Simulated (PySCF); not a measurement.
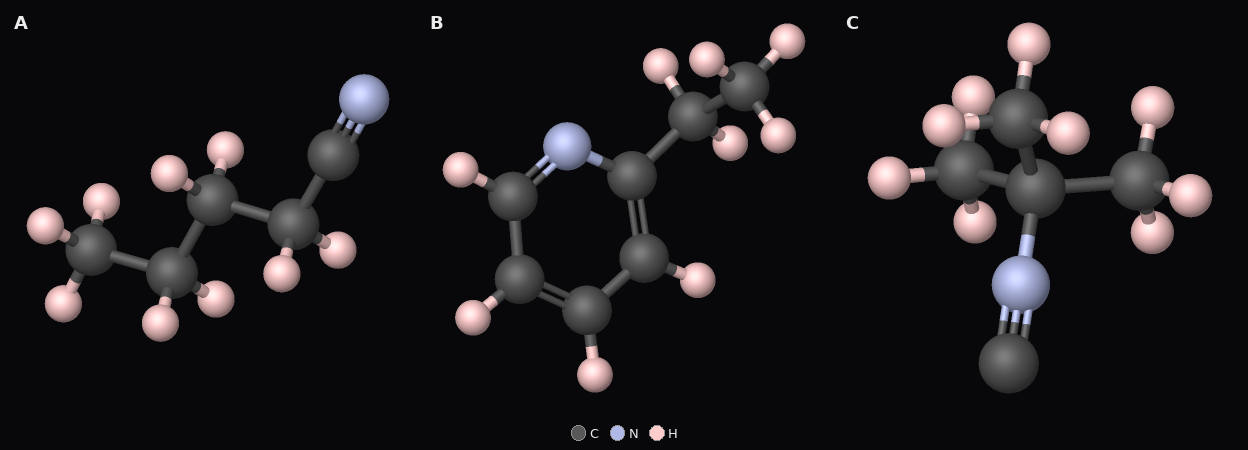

The picture comes from a calculation with PySCF.

```xyz
15
charge 0, multiplicity 1
C    -2.1918    0.2615    0.3922
C    -0.9288   -0.4131   -0.1177
C     0.3437    0.2939    0.3262
C     1.6055   -0.4010   -0.1891
C     2.8358    0.2632    0.2227
N     3.8012    0.8059    0.5587
H    -2.2622    1.3008    0.0336
H    -3.0952   -0.2685    0.0560
H    -2.2127    0.2908    1.4932
H    -0.9513   -0.4606   -1.2208
H    -0.9012   -1.4619    0.2270
H     0.3822    0.3441    1.4272
H     0.3364    1.3384   -0.0274
H     1.5954   -0.4492   -1.2910
H     1.6432   -1.4443    0.1667
```

> Which picture belongs to the input above?

A. The file holds C5H9N, `CCCCC#N`.
